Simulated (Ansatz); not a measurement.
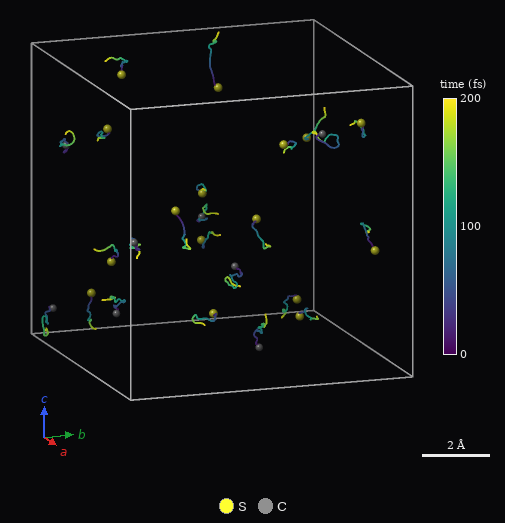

Molecular dynamics of a periodic cell with 8 CS2 at 1.405 g/cm³, 200 fs long. Lines trace each atom's path, coloured by time; spheres stand at the starting positions. Seen slightly off an axis in the simulation cell.

Computed with DFT PBE, scalar-relativistic, plane waves, PAW (Ansatz). Run with plane-wave cutoff 420 eV; k-point mesh 1 × 1 × 1; Fermi-Dirac smearing 0.02 eV; low-accuracy preset; Langevin thermostat (NVT); set temperature 1500 K; time step 1 fs; friction 0.02 per fs.

How do the atoms move?

Answer. Root-mean-square distances from the starting positions over the second half, with the common drift of all atoms taken out: S 0.76 Å, C 0.51 Å. The heavy atoms stay within a fraction of a molecule's size of their starting places; so short a run doesn't tell a liquid from a solid. Over the second half the temperature averages 1309 K (spread ±194 K). The potential energy in the second half lies on average 122 meV per atom above the first frame.

Limits of the set-up: the program's low-accuracy preset was used.
